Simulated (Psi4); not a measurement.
**Run report: H$_{2}$F$_{2}$, interaction calculation (part 2 of 2)**

Continued. System: H$_{2}$F$_{2}$, SMILES F.F. Method: wB97X-V/6-31+G*, RKS (Psi4 1.11). Some settings of this run were made unusual or wrong on purpose. The geometry comes from this level: GFN2-xTB.

Geometry of the input (Å):
```
F  0.5495  -0.5645  0.5036
H  1.2809  -0.9446  0.9410
F  -1.1745  1.0494  -0.9777
H  -0.6558  0.4598  -0.4668
```

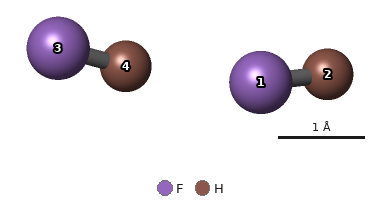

Figure 1. The structure as given in the input (ball-and-stick view, seen at a tilt; atoms are numbered from 1 in the order of the input).

Log, continued
```
    Geometry (in Bohr), charge = 0, multiplicity = 1:

       Center              X                  Y                   Z               Mass
    ------------   -----------------  -----------------  -----------------  -----------------
         F            1.038366711417    -1.066807089605     0.951571590474    18.998403162730
         H            2.420493502315    -1.785091989891     1.778232284056     1.007825032230
      Gh(F)          -2.219502231612     1.983003007010    -1.847641924644    18.998403162730
      Gh(H)          -1.239357982120     0.868896072486    -0.882161949886     1.007825032230

  Running in c1 symmetry.

  Rotational constants: A =    189.04053  B =      0.19575  C =      0.19554 [cm^-1]
  Rotational constants: A = 5667292.66323  B =   5868.31414  C =   5862.24396 [MHz]
  Nuclear repulsion =    5.103780072184730

  Charge       = 0
  Multiplicity = 1
  Electrons    = 10
  Nalpha       = 5
  Nbeta        = 5

  ==> Iterations <==

                           Total Energy        Delta E     RMS |[F,P]|

   @DF-RKS iter SAD:  -100.10155113599204   -1.00102e+02   0.00000e+00
   @DF-RKS iter   1:  -100.35673666975326   -2.55186e-01   8.77964e-03 ADIIS/DIIS
   @DF-RKS iter   2:  -100.36018106693189   -3.44440e-03   9.45749e-03 ADIIS/DIIS
   @DF-RKS iter   3:  -100.40546535174657   -4.52843e-02   2.88152e-04 ADIIS/DIIS
   @DF-RKS iter   4:  -100.40552830152259   -6.29498e-05   7.61561e-05 DIIS
   @DF-RKS iter   5:  -100.40553267187707   -4.37035e-06   5.88592e-06 DIIS
   @DF-RKS iter   6:  -100.40553270274002   -3.08629e-08   3.64175e-07 DIIS

  DF guess converged.

  ==> DirectJK: Integral-Direct J/K Matrices <==

    J tasked:                  Yes
    K tasked:                  Yes
    wK tasked:                 Yes
    Omega:               3.000E-01
    Integrals threads:           1
    Screening Type:           CSAM
    Screening Cutoff:        1E-04
    Incremental Fock:           No

   @RKS iter   7:  -100.40538394334592   -1.00405e+02   1.79813e-04 ADIIS/DIIS
   @RKS iter   8:  -100.40539380265739   -9.85931e-06   7.74342e-06 DIIS
   @RKS iter   9:  -100.40539384404632   -4.13889e-08   2.70791e-06 DIIS
   @RKS iter  10:  -100.40539384698805   -2.94173e-09   1.44981e-06 DIIS
   @RKS iter  11:  -100.40539384808243   -1.09438e-09   3.03635e-08 DIIS
  Energy and wave function converged.

  ==> Post-Iterations <==

   Electrons on quadrature grid:
      Ntotal   =    9.9999998316 ; deviation = -1.684e-07

    Final Occupation by Irrep:
              A
    DOCC [     5 ]
    NA   [     5 ]
    NB   [     5 ]

  @RKS Final Energy:  -100.40539384808243

   => Energetics <=

    Nuclear Repulsion Energy =              5.1037800721847297
    One-Electron Energy =                -150.1366021167661984
    Two-Electron Energy =                  52.3109526647386929
    DFT Exchange-Correlation Energy =      -7.7268985647050812
    Empirical Dispersion Energy =           0.0000000000000000
    VV10 Nonlocal Energy =                  0.0433740964654476
    Total Energy =                       -100.4053938480824257

Computation Completed

Properties will be evaluated at   0.000000,   0.000000,   0.000000 [a0]

Properties computed using the SCF density matrix

 Multipole Moments:

 ------------------------------------------------------------------------------------
     Multipole            Electronic (a.u.)      Nuclear  (a.u.)        Total (a.u.)
 ------------------------------------------------------------------------------------

 L = 1.  Multiply by 2.5417464519 to convert [e a0] to [Debye]
 Dipole X            :        -11.1433474           11.7657939            0.6224465
 Dipole Y            :         11.0647887          -11.3863558           -0.3215671
 Dipole Z            :         -9.9712873           10.3423766            0.3710893
 Magnitude           :                                                    0.7928129

 ------------------------------------------------------------------------------------

	total time  =         29 seconds =       0.48 minutes

    Psi4 run time: 0:00:28.12

    -----------------------------------------------------------------------
                               Psi4 1.11 release

    h
    h
    h

    -----------------------------------------------------------------------

    Memory:     1.5 GiB
    Threads:    1
                ecpint, einsums, f̶o̶r̶t̶e̶, gauxc, gcp, g̶d̶m̶a̶, geometric, g̶p̶u̶_̶d̶f̶c̶c̶,
                i̶n̶t̶e̶g̶r̶a̶t̶o̶r̶x̶x̶, i̶p̶i̶, libefp, m̶d̶i̶, m̶p̶2̶d̶, m̶r̶c̶c̶, ooo,
                o̶p̶e̶n̶f̶e̶r̶m̶i̶o̶n̶p̶s̶i̶4̶, pcmsolver, p̶s̶i̶4̶f̶o̶c̶k̶c̶i̶, p̶s̶i̶x̶a̶s̶,
                p̶y̶e̶i̶n̶s̶u̶m̶s̶, r̶e̶s̶p̶, s̶i̶m̶i̶n̶t̶, s̶n̶s̶m̶p̶2̶,
                v̶2̶r̶d̶m̶_̶c̶a̶s̶s̶c̶f̶

  ==> Geometry <==

    Molecular point group: c1
    Full point group: C1

    Geometry (in Bohr), charge = 0, multiplicity = 1:

       Center              X                  Y                   Z               Mass
    ------------   -----------------  -----------------  -----------------  -----------------
         F            1.038366711417    -1.066807089605     0.951571590474    18.998403162730
         H            2.420493502315    -1.785091989891     1.778232284056     1.007825032230
         F           -2.219502231612     1.983003007010    -1.847641924644    18.998403162730
         H           -1.239357982120     0.868896072486    -0.882161949886     1.007825032230

  Running in c1 symmetry.

  Rotational constants: A =    189.04053  B =      0.19575  C =      0.19554 [cm^-1]
  Rotational constants: A = 5667292.66323  B =   5868.31414  C =   5862.24396 [MHz]
  Nuclear repulsion =   29.608203698180652

  Charge       = 0
  Multiplicity = 1
  Electrons    = 20
  Nalpha       = 10
  Nbeta        = 10

  ==> Iterations <==

                           Total Energy        Delta E     RMS |[F,P]|

   @DF-RKS iter SAD:  -200.24741940249345   -2.00247e+02   0.00000e+00
   @DF-RKS iter   1:  -200.73137845815174   -4.83959e-01   1.17783e-02 ADIIS/DIIS
   @DF-RKS iter   2:  -200.74205594875099   -1.06775e-02   1.22811e-02 ADIIS/DIIS
   @DF-RKS iter   3:  -200.81771441277621   -7.56585e-02   4.00750e-04 ADIIS/DIIS
   @DF-RKS iter   4:  -200.81785932008970   -1.44907e-04   1.28361e-04 ADIIS/DIIS
   @DF-RKS iter   5:  -200.81786849112837   -9.17104e-06   8.07024e-05 DIIS
   @DF-RKS iter   6:  -200.81787185623782   -3.36511e-06   5.90474e-06 DIIS
   @DF-RKS iter   7:  -200.81787189680426   -4.05664e-08   5.79057e-07 DIIS

  DF guess converged.

  ==> DirectJK: Integral-Direct J/K Matrices <==

    J tasked:                  Yes
    K tasked:                  Yes
    wK tasked:                 Yes
    Omega:               3.000E-01
    Integrals threads:           1
    Screening Type:           CSAM
    Screening Cutoff:        1E-04
    Incremental Fock:           No

   @RKS iter   8:  -200.81724647032163   -2.00817e+02   3.62451e-04 ADIIS/DIIS
   @RKS iter   9:  -200.81729565048863   -4.91802e-05   1.85649e-05 DIIS
   @RKS iter  10:  -200.81729597851458   -3.28026e-07   4.02503e-06 DIIS
   @RKS iter  11:  -200.81729598627430   -7.75972e-09   3.26512e-06 DIIS
   @RKS iter  12:  -200.81729599210919   -5.83489e-09   2.20333e-07 DIIS
  Energy and wave function converged.

  ==> Post-Iterations <==

   Electrons on quadrature grid:
      Ntotal   =   19.9999998487 ; deviation = -1.513e-07

    Orbital Energies [Eh]
    ---------------------

    Doubly Occupied:

       1A    -24.830038     2A    -24.760786     3A     -1.375899
       4A     -1.305386     5A     -0.724889     6A     -0.632613
       7A     -0.571887     8A     -0.571715     9A     -0.503813
      10A     -0.503788

    Virtual:

      11A      0.101444    12A      0.186586    13A      0.250261
      14A      0.250599    15A      0.280385    16A      0.322568
      17A      0.339924    18A      0.344923    19A      0.386203
      20A      0.521055    21A      1.089973    22A      1.263428
      23A      1.545056    24A      1.546214    25A      1.605820
      26A      1.606407    27A      1.618467    28A      1.681772
      29A      1.814685    30A      1.830626    31A      1.841197
      32A      1.911916    33A      1.911925    34A      1.918978
      35A      1.920182    36A      1.977924    37A      1.977927
      38A      2.068570    39A      2.730611    40A      2.873589
      41A      4.467076    42A      4.835085

    Final Occupation by Irrep:
              A
    DOCC [    10 ]
    NA   [    10 ]
    NB   [    10 ]

  @RKS Final Energy:  -200.81729599210919

   => Energetics <=

    Nuclear Repulsion Energy =             29.6082036981806525
    One-Electron Energy =                -338.9097570027219035
    Two-Electron Energy =                 123.8600416325190565
    DFT Exchange-Correlation Energy =     -15.4618371441017448
    Empirical Dispersion Energy =           0.0000000000000000
    VV10 Nonlocal Energy =                  0.0860528240147286
    Total Energy =                       -200.8172959921091945

Computation Completed

Properties will be evaluated at   0.000000,   0.000000,   0.000000 [a0]

Properties computed using the SCF density matrix

 Multipole Moments:

 ------------------------------------------------------------------------------------
     Multipole            Electronic (a.u.)      Nuclear  (a.u.)        Total (a.u.)
 ------------------------------------------------------------------------------------

 L = 1.  Multiply by 2.5417464519 to convert [e a0] to [Debye]
 Dipole X            :         10.6179051           -9.4490842            1.1688210
 Dipole Y            :         -8.2384957            7.3295673           -0.9089284
 Dipole Z            :          8.0567185           -7.1685627            0.8881559
 Magnitude           :                                                    1.7265903

 ------------------------------------------------------------------------------------

	total time  =         31 seconds =       0.52 minutes

    Psi4 run time: 0:00:31.34

  //>>>>>>>>>>>>>>>>>>>>>>>>>>>>>>>>>>>//
  //          ManyBody Results         //
  //<<<<<<<<<<<<<<<<<<<<<<<<<<<<<<<<<<<//

   ==> N-Body: Counterpoise Corrected (CP) energies <==

              MC n-Body  Total Energy            Interaction Energy                          N-body Contribution to Interaction Energy
                         [Eh]                    [Eh]                  [kcal/mol]            [Eh]                  [kcal/mol]
              §A  1        N/A                   0.000000000000        0.000000000000        0.000000000000        0.000000000000
     FULL/RTN §A  2        N/A                  -0.006052882236       -3.798240946602       -0.006052882236       -3.798240946602

   MC Legend: §A: "(auto)"

  Variable Map:
  ----------------------------------------------------------------------------
  "CALCINFO NATOM"                                 =>       4.000000000000
  "CALCINFO NFR"                                   =>       2.000000000000
  "CALCINFO NMC"                                   =>       1.000000000000
  "CP-CORRECTED 2-BODY CONTRIBUTION TO ENERGY"     =>      -0.006052882236
  "CP-CORRECTED INTERACTION ENERGY"                =>      -0.006052882236
  "CP-CORRECTED INTERACTION ENERGY THROUGH 1-BODY" =>       0.000000000000
  "CP-CORRECTED INTERACTION ENERGY THROUGH 2-BODY" =>      -0.006052882236
  "CURRENT ENERGY"                                 =>      -0.006052882236
  "N-BODY (1)@(1, 2) TOTAL ENERGY"                 =>    -100.405393848082
  "N-BODY (1, 2)@(1, 2) TOTAL ENERGY"              =>    -200.817295992109
  "N-BODY (2)@(1, 2) TOTAL ENERGY"                 =>    -100.405849261791
  "NBODY NUMBER"                                   =>       3.000000000000
  "NUCLEAR REPULSION ENERGY"                       =>      29.608203698181

  Array Variable Map:
  ----------------------------------------------------------------------------

    Psi4 run time: 0:01:30.45

[set-up sections that repeat, and orbital energies of the middle runs, are left out above]
```

Outcome

| quantity | value |
| --- | --- |
| outcome | converged |
| basis functions | 42 |
| wall time | 92 s |
| peak memory | 0.32 GiB |

What went wrong

Some settings of this run were drawn to be unusual or wrong (ints_tolerance set to 0.0001; scf_type set to direct; maxiter set to 50). It converged; results that depend on the unusual settings are not reference values.
